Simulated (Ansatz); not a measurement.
YW

The calculation's input:

```
crystal:
  lattice:
    - [3.2433901536, 0.0, 0.0]
    - [0.0, 3.2433901536, 0.0]
    - [0.0, 0.0, 4.2511578085]
  atoms:
    - { symbol: "Y", position: [0.5, 0.5, 0.5] }
    - { symbol: W, position: [0.0, 0.0, 0.0] }
basis:
  ecutwfc: 500
kpoints:
  mp_grid: { grid: [18, 18, 14] }
hamiltonian:
  xc: r2scan
scf:
  occupations: { method: gaussian, width: 0.1 }
output:
  forces: true
  stress: true
  eigenvalues: true
  write_density: true
  write_potential: true
  elf: true
  volumetric_format: npy
relax:
  adjacent_minimum: "off"
  f_tol: 0.01
  max_steps: 80
  cell: { stress_tol: 0.05 }
```

Command:

```sh
ansatz run input.yaml --threads 1 --pin off --max-ram 2560MiB --backend cpu --events-out ev --progress --plain --runs-dir out
```

Below, planes, directions and counts refer to the conventional cell (a = 2.89 Å, b = 2.89 Å, c = 5.01 Å, α = 90.00°, β = 90.00°, γ = 90.00°).

The fields are those of the relaxed geometry.

Space group P4/mmm; started from the CuAu (L1_0)_123 prototype, which need not be the ambient phase; computed without spin polarisation.

The calculation used Ansatz, DFT r2SCAN, scalar-relativistic, plane waves, PAW.

### What will maps of the valence pseudo-density and electron localisation function show?

Y–W (3.23 Å): ρ at the midpoint is about 0.19 e/Å³; the ELF is about 0.30 at the midpoint: no shared electron pair shows on this line.

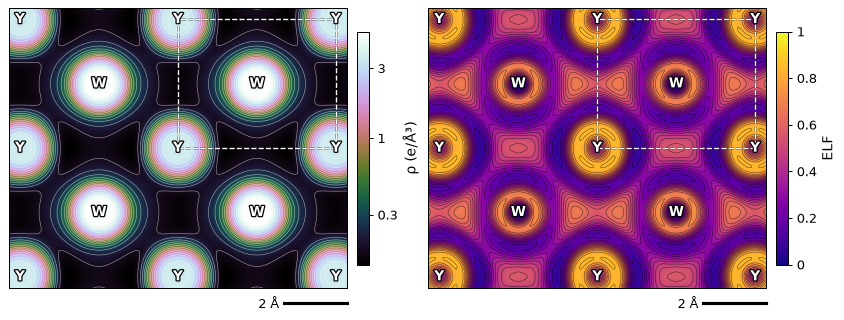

Computed valence pseudo-density and electron localisation function on the (110) plane of the conventional cell, in this order. 

In a PAW calculation such maps are meaningful between the atoms, not at the nuclei.
